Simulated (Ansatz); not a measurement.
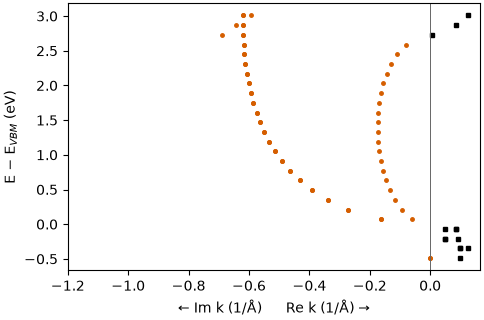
Figure. Complex bands at the centre of the two-dimensional zone; r2SCAN (Ansatz, a quantum-chemistry and plane-wave program)

No gap correction and no spin-orbit coupling; mid-gap is the computed energy nearest the middle.

### Question
This is ZnS (P6_3mc, 16 atoms a cell, 19.5 Å³ an atom) along the normal of (001). Read off the slowest decay at the centre of the two-dimensional zone at 1.33 eV, the computed energy nearest the middle of the gap.

### Answer
κ ≈ 0.17 1/Å, a decay length 1/(2κ) of the density of 2.9 Å.
